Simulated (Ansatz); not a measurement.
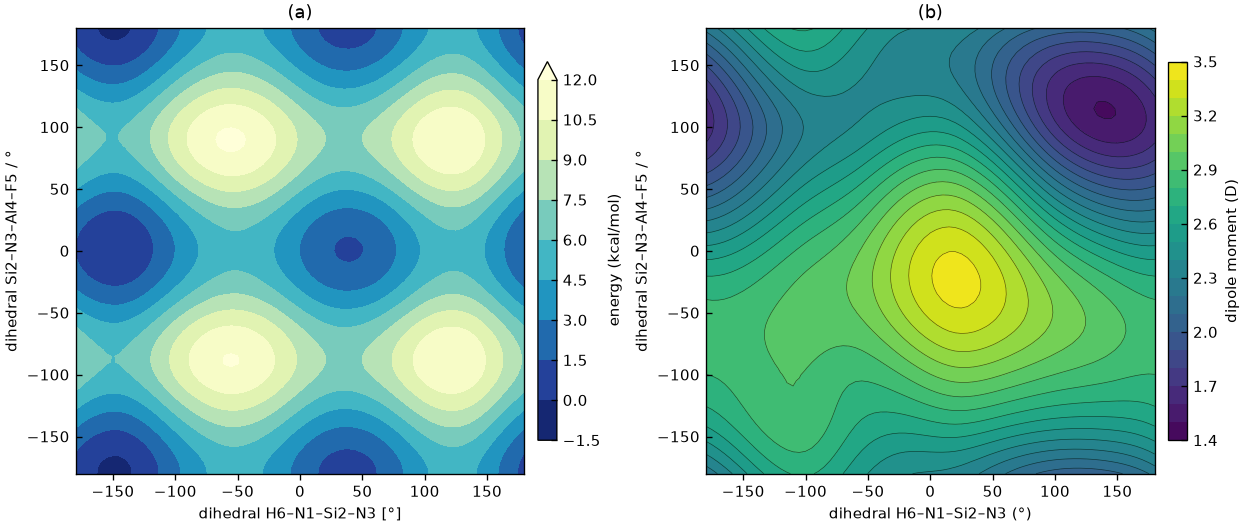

AlFH₆N₂Si, SMILES N[SiH2][NH][AlH][F]. First axis: dihedral H6–N1–Si2–N3. Second axis: dihedral Si2–N3–Al4–F5. Nothing is relaxed (all other coordinates rigid). The scan uses a 9 × 9 grid. Points are written as (first, second). All energies are given in kcal/mol relative to the relaxed molecule at the same level. The calculation used RKS r2SCAN-D4/def2-SVP (Ansatz).

Panel (a) is the energy and panel (b) the computed dipole moment on the same grid.

Drawn: filled contours, one colour for all values above the top of the scale. Between grid points the surface is interpolated.

Question: How does the dipole moment vary over the map, and what is it at the lowest grid point?

Answer: Leaving out the highest fifth of the energies, it runs from 1.60 D at (140°, 140°) to 3.44 D at (20°, −20°). At the lowest grid point, (−140°, −180°), it is 2.55 D.
